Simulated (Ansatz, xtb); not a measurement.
Pulling on the C3–H4 bond in CH4Sn (SMILES [CH3][SnH]) (multiplicity 1 held, fragments rigid). Energies count from the point at 1.093 Å.
Geometry at that point (charge 0, multiplicity 1):
```xyz
6

Sn     0.00984     0.25050     0.24519
H     -0.34595     1.41340    -1.06485
C     -0.01334    -1.45640    -1.15807
H      0.73725    -1.29419    -1.93601
H     -0.98669    -1.50317    -1.65333
H      0.18357    -2.40265    -0.65673
```

Restricted levels (R-, RO-) in cc, def2 and unpolarised 6-31G sets keep to the state of the molecule at rest. Active spaces are followed from a long bond inwards. Levels need not reach the same state.

Correlated levels freeze the cores. Filled d and f shells under p-block atoms count as core.

The values were computed with Ansatz (a quantum-chemistry and plane-wave program); xtb for the GFN methods.  In def2 rows elements past Kr take small-core potentials, without spin–orbit coupling. The GFN methods have no spin term and hold the electronic entropy of 300 K.

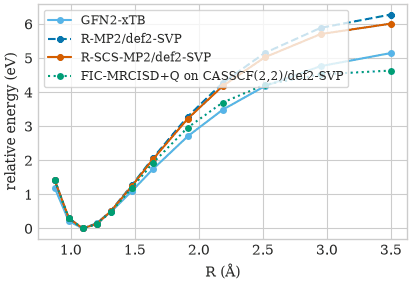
*Relative energy along the coordinate*

Doubts at one or more of the structures used: a restricted determinant that unrestricted orbitals would lower (R-MP2/def2-SVP, R-SCS-MP2/def2-SVP).
